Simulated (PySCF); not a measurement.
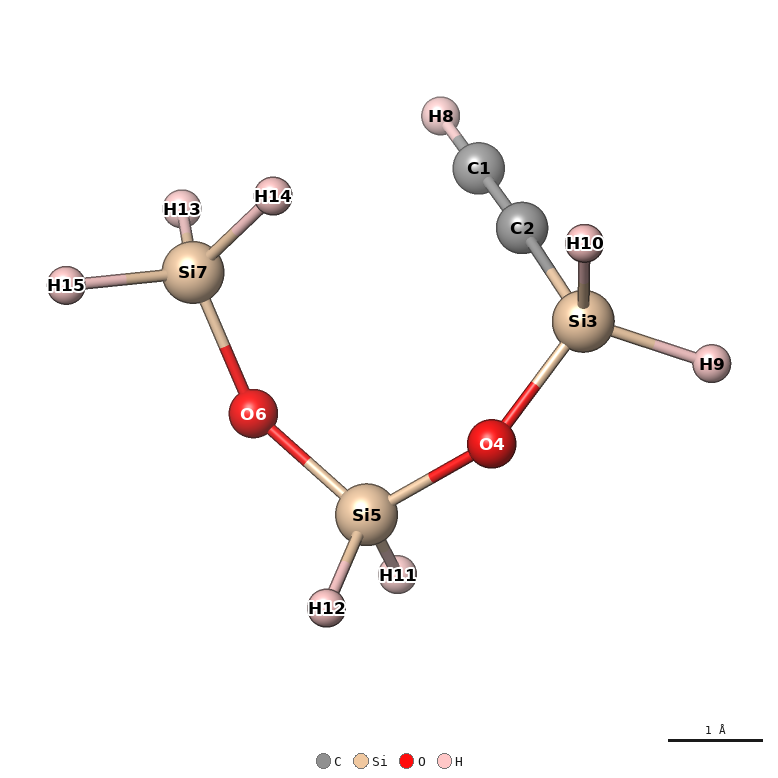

Orthographic view. Distant atoms are faded towards the background colour. The computed structure is the end point of a PBE0-D3(BJ)/def2-SVP optimisation. No frequency run is at hand to confirm it as a minimum.

Write the connection table.

C1: C2, H8
C2: C1, Si3
Si3: C2, O4, H9, H10
O4: Si3, Si5
Si5: O4, O6, H11, H12
O6: Si5, Si7
Si7: O6, H13, H14, H15
(terminal hydrogens appear only as neighbours)
